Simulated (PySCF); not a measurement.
## Core-level calculation, with input and output: CH$_{4}$AlNO$_{3}$

The run: core-level calculation of CH$_{4}$AlNO$_{3}$, SMILES N[C][O][Al]([OH])[OH]. Method and program: delta-SCF UKS SCAN, pcX-2 on the ionised atom, pcseg-1 elsewhere, spin-free X2C (PySCF 2.14.0).

Figures and captions count atoms from 1; the log counts them from 0 in places.

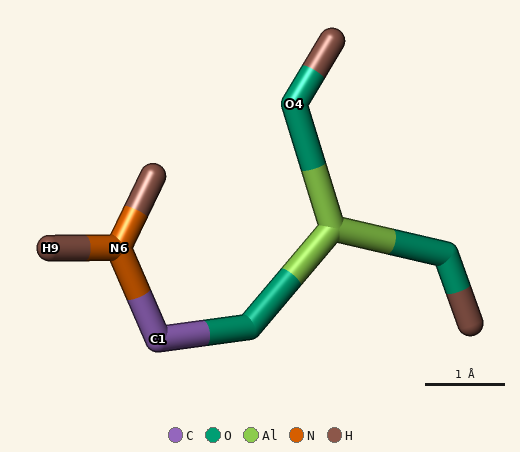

**Figure 1.** The structure as given in the input (stick view, seen at an oblique angle; atoms are numbered from 1 in the order of the input). Sticks mark near contacts. Bond lengths as drawn: Al–O 1.69 to 1.72 Å, C–N 1.33 Å, C–O 1.34 Å, H–N 1.01 to 1.03 Å and H–O 0.96 Å.

**Key numbers**

| quantity | value |
| --- | --- |
| outcome | converged |
| hardware | 1 CPU thread, shared host |
| wall time | 44 s |
| peak memory | 0.52 GiB |

**Input file**
```
{"job": {"kind": "xps", "holes": 5}, "charge": 0, "multiplicity": 1}
C     -0.947468    -1.677056     0.499655
O     -0.897896    -0.651799    -0.355702
Al     0.078400     0.724497    -0.694245
O      1.405030     0.975473     0.337098
O     -0.273792     1.753196    -1.983796
N      0.051576    -1.628824     1.372529
H      2.040583     1.691475     0.279266
H     -1.009032     1.649819    -2.589684
H      0.112364    -2.362720     2.065830
H      0.770404    -0.891933     1.393646
```

The first line tells a small driver script what to run in PySCF; the rest is the geometry in Å.

Launched with:
```bash
OMP_NUM_THREADS=1 python <driver script> task.json out
```

**Output**
```
ground state, core basis on atom 0 (C), 139 functions
  cycle   1  E = -563.59513626  |g| = 1.20e+00
  cycle   2  E = -562.88417801  |g| = 2.23e+00
  cycle   3  E = -563.86268582  |g| = 2.14e-01
  cycle   4  E = -563.86957286  |g| = 1.25e-01
  cycle   5  E = -563.87259877  |g| = 3.99e-02
  cycle   6  E = -563.87294499  |g| = 1.18e-02
  cycle   7  E = -563.87297709  |g| = 1.75e-03
  cycle   8  E = -563.87297956  |g| = 8.34e-04
  cycle   9  E = -563.87297655  |g| = 3.68e-04
  E(ground) = -563.92179791 Eh
hole in C 1s of atom 0
  cycle   1  E = -552.57860611  |g| = 1.48e+00
[... 13 cycles left out ...]
  E(ion) = -553.17729077 Eh   <S^2> = 0.8267   hole on atom = 1.000   binding energy = 292.373 eV
ground state, core basis on atom 1 (O), 139 functions
[... 6 cycles left out ...]
  E(ground) = -563.94836010 Eh
hole in O 1s of atom 1
[... 11 cycles left out ...]
  E(ion) = -544.16842111 Eh   <S^2> = 0.7635   hole on atom = 1.000   binding energy = 538.240 eV
ground state, core basis on atom 2 (Al), 150 functions
[... 8 cycles left out ...]
  E(ground) = -563.96869752 Eh
hole in Al 2p of atom 2
[... 12 cycles left out ...]
  E(ion) = -560.97281095 Eh   <S^2> = 0.7587   hole on atom = 1.003   binding energy = 81.522 eV
  2p3/2 = 81.129 eV   2p1/2 = 81.647 eV
ground state, core basis on atom 3 (O), 139 functions
[... 7 cycles left out ...]
  E(ground) = -563.94837199 Eh
hole in O 1s of atom 3
[... 12 cycles left out ...]
  E(ion) = -544.15756489 Eh   <S^2> = 0.7633   hole on atom = 1.000   binding energy = 538.535 eV
ground state, core basis on atom 5 (N), 139 functions
[... 7 cycles left out ...]
  E(ground) = -563.92932590 Eh
hole in N 1s of atom 5
[... 1 cycle left out ...]
  cycle   2  E = -547.46341619  |g| = 2.18e+00
  cycle   3  E = -548.82125093  |g| = 6.15e-01
  cycle   4  E = -548.85477807  |g| = 5.39e-01
  cycle   5  E = -548.96409259  |g| = 8.45e-02
  cycle   6  E = -548.96564624  |g| = 5.74e-02
  cycle   7  E = -548.96687997  |g| = 8.08e-03
  cycle   8  E = -548.96690281  |g| = 4.40e-03
  cycle   9  E = -548.96691372  |g| = 1.31e-03
  cycle  10  E = -548.96691478  |g| = 1.06e-03
  cycle  11  E = -548.96691637  |g| = 4.12e-04
  E(ion) = -549.01232316 Eh   <S^2> = 0.7649   hole on atom = 1.000   binding energy = 405.912 eV
```

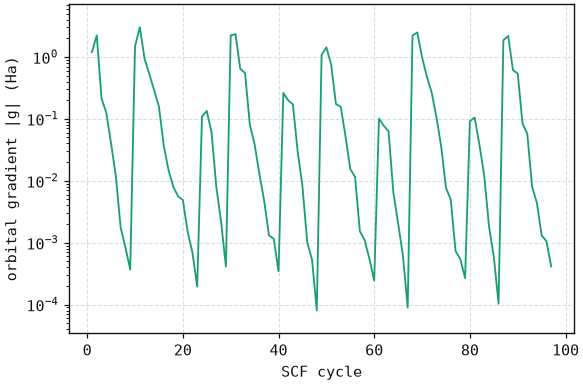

**Figure 2.** Convergence of the self-consistent field: orbital gradient |g| against the SCF cycle. All cycles printed in the log are drawn one after another.

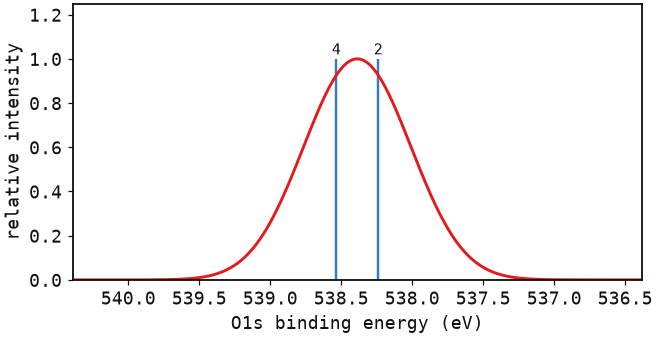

**Figure 3.** O1s binding energies by ΔSCF of the atoms computed, labelled by atom number, with a Gaussian envelope of 0.8 eV full width. They run from 538.24 eV (atom 2) to 538.54 eV (atom 4).
